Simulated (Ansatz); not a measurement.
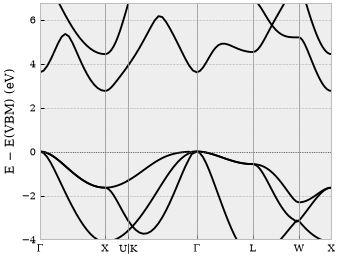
Figure: Band structure from plane-wave PAW PBE (Ansatz code)

**Question.** Read off the gap and where the band edges lie.

**Answer.** About 2.8 eV (2.76 eV by a search for the band edges); maximum at Γ, minimum at X.

The material is MgS (rock salt, Fm-3m).

The cell was relaxed with PBE under the symmetry of its start; phonons on a q-mesh show no instability.

Potentials: the later of the program's two PAW sets.
